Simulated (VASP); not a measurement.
# A VASP study of RbSnICl2 (AM05): structure first, properties next, part 5 of 5

Wanted: the relaxed cell of RbSnICl2 and its properties. The cell is invented: it takes the structure of a Materials Project entry for RbSnBr3 (space group 1 there), with some of its atoms replaced by other elements, volume scaled by an estimate. It may not be a known or stable phase.

VASP 6.6.1; AM05; plane waves and PAW (I, Sn_d, Rb_sv, Cl); invented cell.

So far, gap on the k-mesh (eV): step 3 (full relaxation (AM05)) 2.07; step 7 (density of states (AM05)) 1.99; step 8 (dielectric tensor and Born charges (AM05)) 1.02.

### Step 9. Elastic constants (AM05)

IBRION = 6 with ISIF = 3 strains the cell both ways at fixed fractional positions, and adds the ions' share afterwards from the force constants. Stress converges slowly with the basis, so the cutoff is raised.

Input file INCAR:

```
SYSTEM = RbSnICl2
PREC = Accurate
ENCUT = 500
EDIFF = 1E-07
NELM = 100
ISMEAR = 0
SIGMA = 0.05
LREAL = .FALSE.
ALGO = Normal
GGA = AM
NBANDS = 28
LORBIT = 11
LWAVE = .FALSE.
LCHARG = .FALSE.
KPAR = 2
IBRION = 6
NFREE = 2
POTIM = 0.015
ISIF = 3
NSW = 1
```

Input file POSCAR:

```
RbSnICl2
1.0
    5.6648714335     -0.0845865051      0.0509770855
   -0.1164479863      6.2471443144      0.0573800655
   -0.0515115932     -0.2208488472      5.6650650366
I Sn Rb Cl
1 1 1 2
Direct
    0.4958486203      0.9745628223      0.5157972471
    0.4794662075      0.4755166829      0.5009945316
    0.9754371653      0.1375808147      0.0034817219
    0.4841416124      0.4424240539      0.0407683809
    0.0187613944      0.4412396261      0.5087611186
```

Input file KPOINTS:

```
Automatic mesh
0
Gamma
4 3 4
0 0 0
```

PAW data sets: I, Sn_d, Rb_sv and Cl (PBE family, release 64).

Run with:

```
> mpirun -np 2 vasp_std
```

The log of the run:

```text
[... set-up lines as in an earlier step ...]
 entering main loop
       N       E                     dE             d eps       ncg     rms          rms(c)
DAV:   1     0.375018013566E+03    0.37502E+03   -0.18659E+04  1456   0.144E+03
DAV:   2     0.310182521089E+02   -0.34400E+03   -0.33345E+03  1748   0.327E+02
DAV:   3    -0.142690555431E+02   -0.45287E+02   -0.44724E+02  1740   0.131E+02
DAV:   4    -0.167254714069E+02   -0.24564E+01   -0.24484E+01  2268   0.312E+01
DAV:   5    -0.167810614484E+02   -0.55590E-01   -0.55547E-01  2096   0.379E+00    0.611E+00
DAV:   6    -0.162201088230E+02    0.56095E+00   -0.11156E+00  2180   0.651E+00    0.375E+00
DAV:   7    -0.161978987517E+02    0.22210E-01   -0.41499E-01  2016   0.306E+00    0.160E+00
DAV:   8    -0.162128069409E+02   -0.14908E-01   -0.49059E-02  1720   0.153E+00    0.265E-01
DAV:   9    -0.162161877438E+02   -0.33808E-02   -0.83151E-03  2036   0.576E-01    0.127E-01
DAV:  10    -0.162178425736E+02   -0.16548E-02   -0.15655E-03  1664   0.199E-01    0.684E-02
DAV:  11    -0.162186836957E+02   -0.84112E-03   -0.82333E-04  1916   0.169E-01    0.219E-02
DAV:  12    -0.162187232997E+02   -0.39604E-04   -0.57041E-05  2012   0.389E-02    0.144E-02
DAV:  13    -0.162187415511E+02   -0.18251E-04   -0.13245E-05  1652   0.197E-02    0.451E-03
DAV:  14    -0.162187433591E+02   -0.18080E-05   -0.11581E-06  1828   0.599E-03    0.323E-03
DAV:  15    -0.162187441079E+02   -0.74877E-06   -0.66582E-07  1428   0.499E-03    0.681E-04
DAV:  16    -0.162187441627E+02   -0.54813E-07   -0.61724E-08  1316   0.153E-03
   1 F= -.16218744E+02 E0= -.16218744E+02  d E =-.155165E-12
 Found    15 degrees of freedom:
 Adding 6 more for cell shape distortion
 Finite differences POTIM= 0.01500 DOF=  21
 bond charge predicted
       N       E                     dE             d eps       ncg     rms          rms(c)
DAV:   1    -0.163168587565E+02   -0.98115E-01   -0.33293E+00  1592   0.138E+01    0.176E+00
DAV:   2    -0.162408401470E+02    0.76019E-01   -0.17530E-01  1772   0.330E+00    0.846E-01
DAV:   3    -0.162141922148E+02    0.26648E-01   -0.69680E-02  1964   0.201E+00    0.303E-01
DAV:   4    -0.162132919624E+02    0.90025E-03   -0.56250E-03  1988   0.450E-01    0.214E-01
DAV:   5    -0.162129348441E+02    0.35712E-03   -0.96850E-04  1996   0.271E-01    0.865E-02
DAV:   6    -0.162129337774E+02    0.10668E-05   -0.23508E-04  1792   0.113E-01    0.339E-02
DAV:   7    -0.162129393303E+02   -0.55529E-05   -0.51319E-05  1984   0.487E-02    0.107E-02
DAV:   8    -0.162129416322E+02   -0.23020E-05   -0.99449E-06  1676   0.192E-02    0.860E-03
DAV:   9    -0.162129420660E+02   -0.43375E-06   -0.36347E-06  1840   0.980E-03    0.264E-03
DAV:  10    -0.162129425427E+02   -0.47672E-06   -0.67743E-07  1668   0.571E-03    0.197E-03
DAV:  11    -0.162129427872E+02   -0.24445E-06   -0.28283E-07  1464   0.306E-03    0.627E-04
DAV:  12    -0.162129428090E+02   -0.21809E-07   -0.52186E-08  1056   0.172E-03
   2 F= -.16212943E+02 E0= -.16212943E+02  d E =-.138330E-16
[... from here on, the cycles between the ionic steps are left out ...]
   3 F= -.16211994E+02 E0= -.16211994E+02  d E =-.331950E-18
   4 F= -.16213551E+02 E0= -.16213551E+02  d E =-.139637E-16
   5 F= -.16212487E+02 E0= -.16212487E+02  d E =-.173840E-18
   6 F= -.16212788E+02 E0= -.16212788E+02  d E =-.816873E-17
   7 F= -.16212116E+02 E0= -.16212116E+02  d E =-.574361E-18
   8 F= -.16217951E+02 E0= -.16217951E+02  d E =-.310069E-12
   9 F= -.16217930E+02 E0= -.16217930E+02  d E =-.676028E-13
  10 F= -.16218001E+02 E0= -.16218001E+02  d E =-.396173E-12
  11 F= -.16217874E+02 E0= -.16217874E+02  d E =-.444015E-13
  12 F= -.16218109E+02 E0= -.16218109E+02  d E =-.127625E-14
  13 F= -.16217810E+02 E0= -.16217810E+02  d E =-.819518E-11
  14 F= -.16218650E+02 E0= -.16218650E+02  d E =-.187449E-12
  15 F= -.16218683E+02 E0= -.16218683E+02  d E =-.131170E-12
  16 F= -.16218698E+02 E0= -.16218698E+02  d E =-.642706E-13
  17 F= -.16218488E+02 E0= -.16218488E+02  d E =-.420416E-12
  18 F= -.16218762E+02 E0= -.16218762E+02  d E =-.161588E-12
  19 F= -.16218570E+02 E0= -.16218570E+02  d E =-.152902E-12
  20 F= -.16218360E+02 E0= -.16218360E+02  d E =-.327440E-13
  21 F= -.16218543E+02 E0= -.16218543E+02  d E =-.780727E-12
  22 F= -.16218495E+02 E0= -.16218495E+02  d E =-.314522E-12
  23 F= -.16218553E+02 E0= -.16218553E+02  d E =-.990144E-13
  24 F= -.16218488E+02 E0= -.16218488E+02  d E =-.325470E-13
  25 F= -.16218395E+02 E0= -.16218395E+02  d E =-.791569E-12
  26 F= -.16218713E+02 E0= -.16218713E+02  d E =-.153596E-12
  27 F= -.16218644E+02 E0= -.16218644E+02  d E =-.151981E-12
  28 F= -.16218733E+02 E0= -.16218733E+02  d E =-.153796E-13
  29 F= -.16218617E+02 E0= -.16218617E+02  d E =-.146078E-11
  30 F= -.16218554E+02 E0= -.16218554E+02  d E =-.149612E-12
  31 F= -.16218800E+02 E0= -.16218800E+02  d E =-.157815E-12
  32 F= -.16218621E+02 E0= -.16218621E+02  d E =-.406985E-12
  33 F= -.16218685E+02 E0= -.16218685E+02  d E =-.555001E-13
  34 F= -.16218575E+02 E0= -.16218575E+02  d E =-.562065E-12
  35 F= -.16218754E+02 E0= -.16218754E+02  d E =-.405716E-13
  36 F= -.16218547E+02 E0= -.16218547E+02  d E =-.263382E-12
  37 F= -.16218486E+02 E0= -.16218486E+02  d E =-.971124E-13
  38 F= -.16218620E+02 E0= -.16218620E+02  d E =-.241524E-12
  39 F= -.16218416E+02 E0= -.16218416E+02  d E =-.107922E-12
  40 F= -.16218614E+02 E0= -.16218614E+02  d E =-.563859E-12
  41 F= -.16218714E+02 E0= -.16218714E+02  d E =-.400460E-13
  42 F= -.16218598E+02 E0= -.16218598E+02  d E =-.449738E-12
 Finite differences progress:
  Degree of freedom:  21/ 21
  Displacement:        1/  2
  Total:              41/ 42
 bond charge predicted
       N       E                     dE             d eps       ncg     rms          rms(c)
DAV:   1    -0.162133361177E+02    0.52615E-02   -0.17892E+00  1568   0.424E+00    0.421E-01
DAV:   2    -0.162189399644E+02   -0.56038E-02   -0.61044E-02  1608   0.104E+00    0.201E-01
DAV:   3    -0.162188497313E+02    0.90233E-04   -0.12319E-03  1864   0.192E-01    0.136E-01
DAV:   4    -0.162187027192E+02    0.14701E-03   -0.11566E-03  1740   0.128E-01    0.608E-02
DAV:   5    -0.162187206148E+02   -0.17896E-04   -0.17982E-04  1664   0.553E-02    0.248E-02
DAV:   6    -0.162187163622E+02    0.42526E-05   -0.72925E-06  2172   0.128E-02    0.175E-02
DAV:   7    -0.162187058216E+02    0.10541E-04   -0.57150E-05  1780   0.279E-02    0.571E-03
DAV:   8    -0.162187065896E+02   -0.76802E-06   -0.70871E-06  1672   0.105E-02    0.101E-02
DAV:   9    -0.162187065864E+02    0.31623E-08   -0.34755E-07  1724   0.283E-03
  43 F= -.16218707E+02 E0= -.16218707E+02  d E =-.493526E-13
 Finite differences progress:
  Degree of freedom:  21/ 21
  Displacement:        2/  2
  Total:              42/ 42
```

The job ended after 25 min (2 MPI ranks of AMD EPYC 9R14 (Zen 4), shared host; peak memory 0.87 GiB).

From OUTCAR (step 9):

```text
   ENCUT  =  500.0 eV  36.75 Ry    6.06 a.u.  10.33 11.39 10.34*2*pi/ulx,y,z

   NELECT =      44.0000    total number of electrons

 E-fermi :   1.3742

 k-point     1 :       0.0000    0.0000    0.0000
  band No.  band energies     occupation
    ...
     18      -1.3355      2.00000
     19      -1.3032      2.00000
     20      -0.8453      2.00000
     21      -0.3203      2.00000
     22      -0.3151      2.00000
     23       4.5385      0.00000
     24       6.2200      0.00000
     25       6.2565      0.00000
     26       6.4101      0.00000
     27       6.6115      0.00000
    ...

  Total        0.0063558      0.0112743      0.0011476      0.0013162      0.0136094     -0.0024525
  in kB        0.0507848      0.0900848      0.0091697      0.0105165      0.1087427     -0.0195962
  external PRESSURE =       0.0500131 kB  Pullay stress =       0.0000000 kB

 POSITION                                       TOTAL-FORCE (eV/Angst)
 -----------------------------------------------------------------------------------
      2.66886      5.93238      3.00322        -0.001119      0.006724      0.007482
      2.63493      2.81942      2.88989        -0.007987     -0.002005     -0.005267
      5.50953      0.77621      0.07734         0.002265      0.003703     -0.013166
      2.68898      2.71393      0.28102         0.000318     -0.005646      0.001843
      0.02869      2.64254      2.89344         0.006522     -0.002777      0.009107
 -----------------------------------------------------------------------------------
    total drift:                               -0.000525     -0.000602     -0.000218

  FREE ENERGIE OF THE ION-ELECTRON SYSTEM (eV)
  ---------------------------------------------------
  free  energy   TOTEN  =       -16.2187065864 eV

  energy  without entropy=      -16.2187065864  energy(sigma->0) =      -16.21870659

  SYMMETRIZED ELASTIC MODULI (kBar)
 Direction    XX          YY          ZZ          XY          YZ          ZX
 --------------------------------------------------------------------------------
 XX         446.3547     76.8618     79.9927      9.3971      3.5262     -0.4547
 YY          76.8618    407.0010     76.9020     -2.9298      3.2078     -0.1657
 ZZ          79.9927     76.9020    447.2581      4.1656      3.1593     -4.3252
 XY           9.3971     -2.9298      4.1656     57.1830      0.1341      2.9602
 YZ           3.5262      3.2078      3.1593      0.1341     57.2156      3.2033
 ZX          -0.4547     -0.1657     -4.3252      2.9602      3.2033     55.8329
 --------------------------------------------------------------------------------

 Eigenvectors and eigenvalues of the dynamical matrix
 ----------------------------------------------------

   1 f  =    4.323392 THz    27.164670 2PiTHz  144.212819 cm-1    17.880103 meV
             X         Y         Z           dx          dy          dz
      2.668863  5.932379  3.003222    -0.030096   -0.004659   -0.031914
      2.634934  2.819421  2.889894    -0.304310   -0.042648   -0.331739
      5.509526  0.776209  0.077344     0.002446    0.021951    0.002171
      2.688981  2.713931  0.281022     0.001336    0.014367    0.651487
      0.028692  2.642541  2.908440     0.605722    0.038491    0.007988

   2 f  =    3.904491 THz    24.532638 2PiTHz  130.239789 cm-1    16.147669 meV
             X         Y         Z           dx          dy          dz
      2.668863  5.932379  3.003222    -0.040486   -0.003270    0.035791
      2.634934  2.819421  2.889894    -0.338460   -0.013461    0.315521
      5.509526  0.776209  0.077344    -0.004361   -0.000690    0.006943
      2.688981  2.713931  0.281022     0.056158    0.018112   -0.599424
      0.028692  2.642541  2.908440     0.645698    0.013272   -0.053095

   3 f  =    2.860007 THz    17.969952 2PiTHz   95.399554 cm-1    11.828032 meV
             X         Y         Z           dx          dy          dz
      2.668863  5.932379  3.003222     0.076941   -0.011857    0.080535
[...]
2.688981  2.713931  0.281022    -0.188877    0.004547    0.156889
      0.028692  2.642541  2.908440    -0.230696   -0.014400    0.123484

  10 f  =    1.377380 THz     8.654332 2PiTHz   45.944439 cm-1     5.696382 meV
             X         Y         Z           dx          dy          dz
      2.668863  5.932379  3.003222    -0.276833   -0.423865   -0.296098
      2.634934  2.819421  2.889894     0.104123   -0.213119    0.120308
      5.509526  0.776209  0.077344     0.148057    0.719349    0.136706
      2.688981  2.713931  0.281022     0.100886    0.037411    0.025452
      0.028692  2.642541  2.908440     0.011430    0.030714    0.117986

  11 f  =    1.151288 THz     7.233757 2PiTHz   38.402840 cm-1     4.761343 meV
             X         Y         Z           dx          dy          dz
      2.668863  5.932379  3.003222    -0.388128    0.209063   -0.425561
      2.634934  2.819421  2.889894    -0.022027    0.121748   -0.025091
      5.509526  0.776209  0.077344     0.445690   -0.379099    0.480105
      2.688981  2.713931  0.281022     0.126061   -0.006883   -0.024552
      0.028692  2.642541  2.908440    -0.021155   -0.007453    0.136781

  12 f  =    1.006215 THz     6.322233 2PiTHz   33.563709 cm-1     4.161368 meV
             X         Y         Z           dx          dy          dz
      2.668863  5.932379  3.003222     0.480974   -0.004743   -0.450802
      2.634934  2.819421  2.889894     0.007696   -0.005354   -0.004909
      5.509526  0.776209  0.077344    -0.500632    0.007252    0.459775
      2.688981  2.713931  0.281022    -0.225285   -0.009253   -0.046137
      0.028692  2.642541  2.908440     0.047988    0.007632    0.218864

  13 f/i=    0.007773 THz     0.048839 2PiTHz    0.259278 cm-1     0.032146 meV
             X         Y         Z           dx          dy          dz
      2.668863  5.932379  3.003222    -0.129746    0.499190    0.226270
      2.634934  2.819421  2.889894    -0.125302    0.480451    0.217616
      5.509526  0.776209  0.077344    -0.106737    0.411212    0.181229
      2.688981  2.713931  0.281022    -0.067661    0.262332    0.119537
      0.028692  2.642541  2.908440    -0.068677    0.263530    0.117064

  14 f/i=    0.013460 THz     0.084575 2PiTHz    0.448993 cm-1     0.055668 meV
             X         Y         Z           dx          dy          dz
      2.668863  5.932379  3.003222     0.168956   -0.182136    0.509175
      2.634934  2.819421  2.889894     0.163330   -0.174239    0.484783
      5.509526  0.776209  0.077344     0.139293   -0.153182    0.410158
      2.688981  2.713931  0.281022     0.088933   -0.096067    0.267400
      0.028692  2.642541  2.908440     0.089812   -0.097311    0.264005

  15 f/i=    0.017670 THz     0.111023 2PiTHz    0.589403 cm-1     0.073077 meV
             X         Y         Z           dx          dy          dz
      2.668863  5.932379  3.003222     0.526308    0.183256   -0.109328
      2.634934  2.819421  2.889894     0.505626    0.176601   -0.104328
      5.509526  0.776209  0.077344     0.417312    0.152680   -0.087778
      2.688981  2.713931  0.281022     0.268900    0.096570   -0.057441
      0.028692  2.642541  2.908440     0.277648    0.097460   -0.055235

 ELASTIC MODULI CONTR FROM IONIC RELAXATION (kBar)
 Direction    XX          YY          ZZ          XY          YZ          ZX
 --------------------------------------------------------------------------------
 XX        -260.5129    -45.7914    -71.5366      7.4307      3.1358      1.6692
 YY         -45.7914    -27.7157    -46.3529      8.5689     10.0344      1.1942
 ZZ         -71.5366    -46.3529   -258.8702      3.1761      9.0814      5.2019
 XY           7.4307      8.5689      3.1761    -26.6040      0.0480      0.0389
 YZ           3.1358     10.0344      9.0814      0.0480    -26.1500      0.9671
 ZX           1.6692      1.1942      5.2019      0.0389      0.9671    -12.9631
 --------------------------------------------------------------------------------

 TOTAL ELASTIC MODULI (kBar)
 Direction    XX          YY          ZZ          XY          YZ          ZX
 --------------------------------------------------------------------------------
 XX         185.8419     31.0704      8.4561     16.8278      6.6620      1.2144
 YY          31.0704    379.2852     30.5491      5.6391     13.2422      1.0286
 ZZ           8.4561     30.5491    188.3880      7.3417     12.2407      0.8767
 XY          16.8278      5.6391      7.3417     30.5790      0.1822      2.9991
 YZ           6.6620     13.2422     12.2407      0.1822     31.0656      4.1704
 ZX           1.2144      1.0286      0.8767      2.9991      4.1704     42.8698
 --------------------------------------------------------------------------------

[... 5 parts as in an earlier step ...]

[... 11 further parts left out ...]
```

CONTCAR:

```
RbSnICl2
   1.00000000000000
     5.6648714335000001   -0.0845865051000000    0.0509770855000000
    -0.1164479863000000    6.2471443143999998    0.0573800655000000
    -0.0515115932000000   -0.2208488472000000    5.6650650365999997
  I               Sn              Rb              Cl
     1     1     1     2
Direct
     0.4958486203000021    0.9745628223000011    0.5157972470999965
     0.4794662075000033    0.4755166829000004    0.5009945316000000
     0.9754371653000007    0.1375808147000015    0.0034817219000018
     0.4841416124000020    0.4424240538999982    0.0407683808999977
     0.0187353976998712    0.4411457108062829    0.5061144965751108
```

The last energy, forces, stress and levels in OUTCAR belong to the last displaced cell, not to the cell of POSCAR.

Numbers from this step:

```
irreducible k points      : 26
pressure of the cell      : 0.004898 GPa
largest force of the cell : 0.009561 eV/Å
mechanically stable       : yes
bulk modulus (Voigt)      : 9.930 GPa
shear modulus (Voigt)     : 6.647 GPa
bulk modulus (Hill)       : 8.951 GPa
shear modulus (Hill)      : 5.544 GPa
Young's modulus           : 13.78 GPa
Poisson's ratio           : 0.2433
```

Elastic constants with relaxed ions, Voigt order xx yy zz yz xz xy (GPa):

```
18.58  3.11  0.85  0.67  0.12  1.68
 3.11 37.93  3.05  1.32  0.10  0.56
 0.85  3.05 18.84  1.22  0.09  0.73
 0.67  1.32  1.22  3.11  0.42  0.02
 0.12  0.10  0.09  0.42  4.29  0.30
 1.68  0.56  0.73  0.02  0.30  3.06
```

Elastic constants with clamped ions, Voigt order xx yy zz yz xz xy (GPa):

```
44.64  7.69  8.00  0.35 -0.05  0.94
 7.69 40.70  7.69  0.32 -0.02 -0.29
 8.00  7.69 44.73  0.32 -0.43  0.42
 0.35  0.32  0.32  5.72  0.32  0.01
-0.05 -0.02 -0.43  0.32  5.58  0.30
 0.94 -0.29  0.42  0.01  0.30  5.72
```

Transverse limit, no LO-TO splitting. Modes at Γ, with each element's share of the kinetic energy:

| mode | frequency (cm⁻¹) | I % | Sn % | Rb % | Cl % |
| --- | --- | --- | --- | --- | --- |
| 1 | -0.6 | 32 | 30 | 21 | 17 |
| 2 | -0.4 | 32 | 29 | 21 | 18 |
| 3 | -0.3 | 32 | 29 | 21 | 18 |
| 4 | 33.6 | 43 | 0 | 46 | 10 |
| 5 | 38.4 | 38 | 2 | 57 | 4 |
| 6 | 45.9 | 34 | 7 | 56 | 3 |
| 7 | 57.1 | 21 | 40 | 26 | 13 |
| 8 | 58.5 | 18 | 35 | 32 | 14 |
| 9 | 70.7 | 0 | 0 | 0 | 99 |
| 10 | 72.8 | 43 | 30 | 6 | 21 |
| 11 | 79.3 | 3 | 9 | 7 | 81 |
| 12 | 88.7 | 1 | 34 | 3 | 62 |
| 13 | 95.4 | 1 | 12 | 3 | 83 |
| 14 | 130.2 | 0 | 21 | 0 | 78 |
| 15 | 144.2 | 0 | 20 | 0 | 79 |

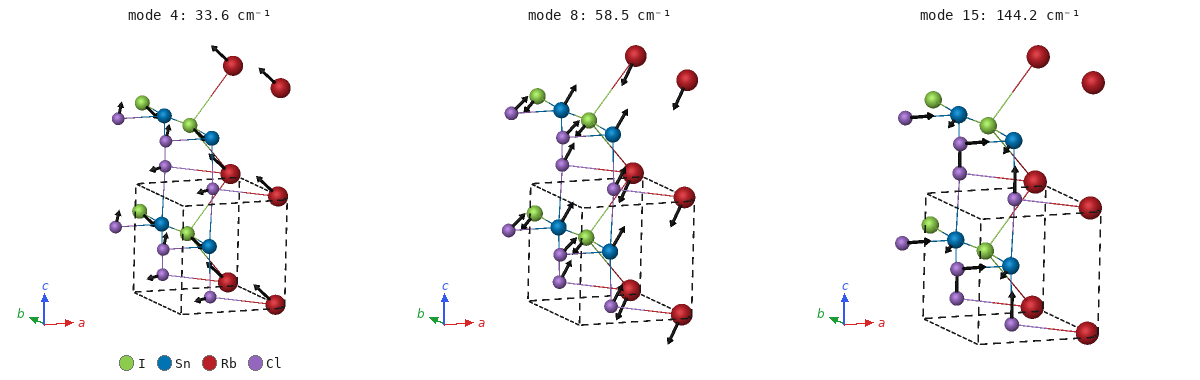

Displacement patterns of modes 4, 8 and 15 at Γ; arrows are exaggerated. Bonds to atoms that aren't drawn are left out. 1×2×2 cells are drawn. Some periodic images of atoms are drawn too.

B/G is 1.61, which by Pugh's rule of thumb (1.75) points to a brittle solid. With the density of 3.33 g/cm³ the Hill moduli give sound speeds of 2.22 km/s (longitudinal) and 1.29 km/s (transverse), and from their mean a Debye temperature of 125 K.

### Step 10. Summary of results

| Quantity | Value |
| --- | --- |
| relaxed volume | 40.10 Å³/atom |
| relaxed conventional cell a, b, c | 5.666, 5.670, 6.248 Å; angles 88.3, 88.1, 90.0° |
| space group after relaxing, within 0.02 Å | P1 (No. 1) |
| band gap | 1.04 eV, direct |
| gap among the points of the DOS mesh alone, an upper bound | 1.99 eV |
| bulk modulus (Hill) | 8.95 GPa |
| shear modulus (Hill) | 5.54 GPa |
| Debye temperature from the elastic constants | 125 K |
| highest zone-centre mode | 144 cm⁻¹ |

What this shows: With AM05, RbSnICl2 relaxes to 40.10 Å³/atom in space group P1 and has a direct gap of 1.04 eV. Band structure (AM05): The path shows a direct gap of 1.04 eV (valence top at L, conduction bottom at L). Dielectric tensor and Born charges (AM05): The principal values of the electronic dielectric tensor with local fields are 4.59, 4.68 and 16.07. Dielectric tensor and Born charges (AM05): Mean Born effective charge: I1 -3.11, Sn2 4.56, Rb3 1.46, Cl4 -1.45 e. Elastic constants (AM05): The highest mode in this list at Γ, 144.2 cm⁻¹, is mostly motion of Cl (79 % of the kinetic energy). Spin-orbit coupling is left out, and with elements this heavy it would split and shift bands near the edges, and it can change the kind of a small gap. Modes at Γ alone can't show that the crystal is stable at other wave vectors, and the LO-TO splitting is not included. No search among competing phases was made. All values are for a static lattice at zero temperature.

[Lines on the potential files, build, host, timing and source positions are cut from VASP's logs without a mark.]

[Logs are printed without paths, hosts, clocks, repeated set-up lines and the standing remarks that a program may print on its own settings, such as how far it seeks lower states.]

[Hosts, paths, dates, database ids (printed as entryN), source tags and the programs' standing remarks are cut or masked in the printed files.]

[A measured line is paired with the nearest computed mode of its activity, which favours agreement.]
